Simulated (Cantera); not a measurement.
Input: 1 mol MgO, 0.007 mol C, a varied amount of H2, at 1550 K and 0.0133 bar.

Equilibrium computed with Cantera from the NASA thermochemical tables; the gas is ideal and each condensed phase is pure. Candidate condensed phases: C, C6H6, C7H8, C8H18, H2O, Mg, MgCO3, MgO, Mg(OH)2; 116 gas species. The tables' values for MgH are old estimates; treat these amounts as uncertain. Rates play no part.

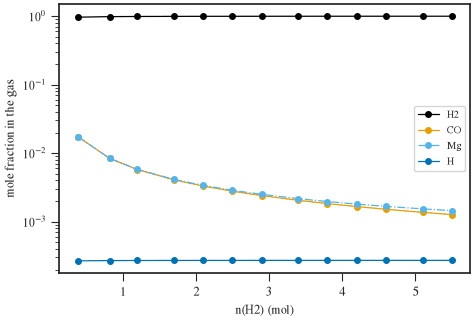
*Equilibrium gas composition (values under 1e-9 drawn at 1e-9)*

From 0.39 mol H2 to 5.5 mol H2 the condensed part is MgO(s). The main Mg-bearing gas is Mg throughout.
